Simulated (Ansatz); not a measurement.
Consider Cl$_{3}$H$_{3}$Si$_{2}$ (SMILES [Si](Cl)(Cl)(Cl)[SiH3]).

```yaml
atoms:
  - { symbol: Si, position_ang: [1.0769, 0.0033, 0.0310] }
  - { symbol: Cl, position_ang: [1.8455, -1.5044, -1.1444] }
  - { symbol: Cl, position_ang: [1.8213, 1.7973, -0.6571] }
  - { symbol: Cl, position_ang: [1.7525, -0.2760, 1.9575] }
  - { symbol: Si, position_ang: [-1.2715, -0.0039, -0.0366] }
  - { symbol: H, position_ang: [-1.7701, 1.0937, 0.8207] }
  - { symbol: H, position_ang: [-1.7524, -1.3095, 0.4660] }
  - { symbol: H, position_ang: [-1.7023, 0.1996, -1.4371] }
```

These are results of Hartree-Fock, Gaussian basis def2-SVP in Ansatz 0.2.0, not measurements.

**What will maps of the electron density and electron localisation function show?**

Si–Cl (2.06 Å): ρ is about 0.88 e/Å³ halfway; the ELF peaks at about 0.90 between the atoms; a shared but strongly polarised pair.
Si–Si (2.35 Å): ρ at the midpoint is about 0.71 e/Å³; the ELF peaks at about 1 between the atoms; localised, covalent bonding.
Si–H (1.48 Å): ρ at the midpoint is about 0.78 e/Å³; the ELF climbs to about 1 towards the hydrogen, as it does in any bond to H.

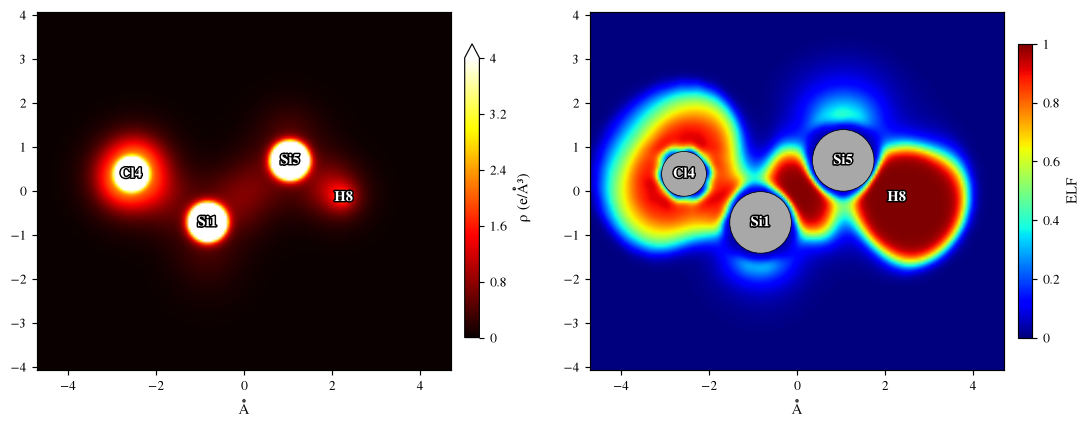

Computed electron density and electron localisation function on the plane of atoms Si1, Si5 and H8, in this order. Grey discs cover the atomic cores in the ELF map. 
